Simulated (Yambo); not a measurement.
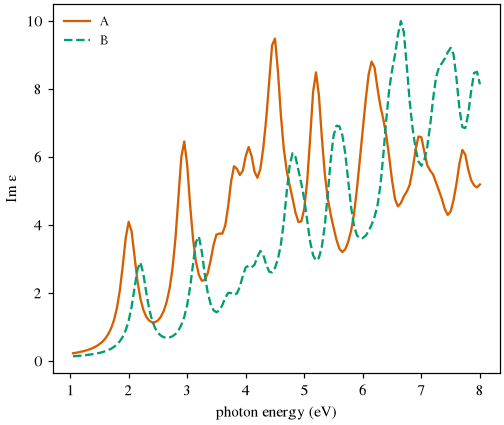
Figure. Two computed absorption spectra of CdS (zinc blende, space group F-43m, No. 216) (Yambo, PBEsol bands with the same scissor, field along x)

Problem. Which curve includes the electron-hole attraction (BSE)?

Solution. Curve A: the attraction moves weight to lower energy (centre of the plotted range 5.2 eV against 5.9 eV). Settings: 8×8×8 mesh, 3 valence and 4 conduction bands, static screening with 30 bands and a 4 Ry block, scissor 1.18 eV, Tamm-Dancoff. The scissor comes from a G0W0 run whose convergence isn't established. Broadening 0.15 eV. The band window holds all transitions up to 9.4 eV. On this mesh the peak heights and the fine structure are mesh artefacts; only the shift of weight is robust.

Spin-orbit coupling is not included.

Geometry relaxed with PBEsol; primitive cell a = 4.119 Å, b = 4.119 Å, c = 4.119 Å, α = 60.00°, β = 60.00°, γ = 60.00°.
